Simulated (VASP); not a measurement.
Band structure of NaHF₂ (space group R-3m). These are r2SCAN meta-GGA, VASP's PBE PAW potentials (set 64) (plane waves; VASP) values and carry that method's errors.

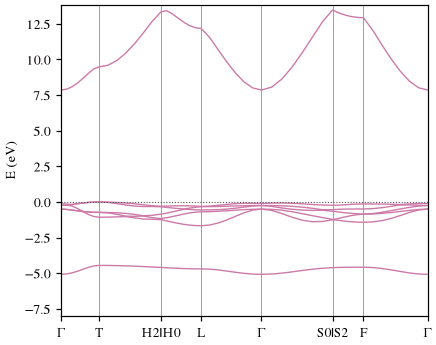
Figure: Bands along high-symmetry lines, zero at the valence-band maximum or, without a gap, the Fermi level

Q: Read the plot: is there a gap, and where are the band edges?

A: The gap is indirect, 7.85 eV, from the valence maximum at T to the conduction minimum at Γ.

The structure comes from a computed database's NaHF2 entry (R-3m); how it stands against other phases isn't given here. It was relaxed first.
